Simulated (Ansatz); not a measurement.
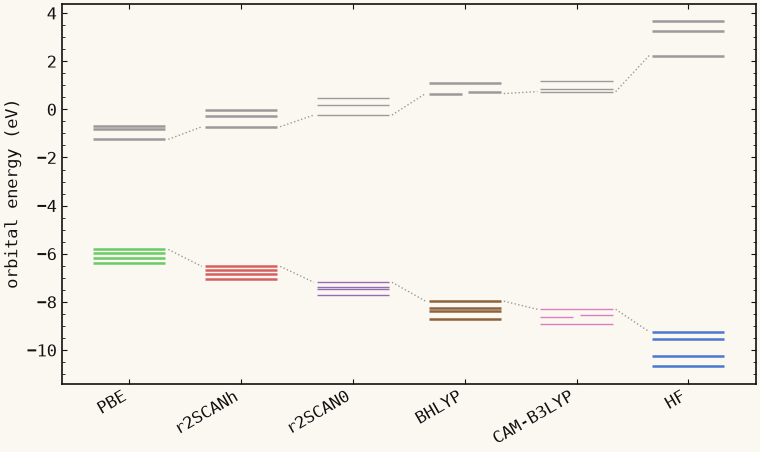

Frontier orbital energies of C₇H₁₂FHfN, SMILES C[C@]12[C@@H]3[C@@H]4[C@@H]5[C@H]1[Hf]2345([CH3])([NH2])[F], singlet at one geometry, def2-TZVPP, the Ansatz code, at a PBE0-D4/def2-TZVP geometry (no frequency check). Empty levels are grey, levels within 0.1 eV stand side by side; all columns show the same few orbitals around the gap. Dotted lines join the HOMOs and the LUMOs.

Question: How do the frontier levels move from column to column?

Answer: The separation grows from 4.57 eV (PBE) to 11.48 eV (HF).

```
    level  HOMO (eV)  LUMO (eV)  separation (eV)
      PBE      −5.82      −1.25             4.57
  r2SCANh      −6.53      −0.72             5.80
  r2SCAN0      −7.18      −0.24             6.94
    BHLYP      −7.97       0.65             8.62
CAM-B3LYP      −8.31       0.73             9.04
       HF      −9.24       2.24            11.48
```

Caveats, for all or some of the runs: core potentials past krypton; empty levels above zero depend strongly on the basis; spin-orbit coupling is left out, and with Hf it can shift these levels and split any degenerate set.
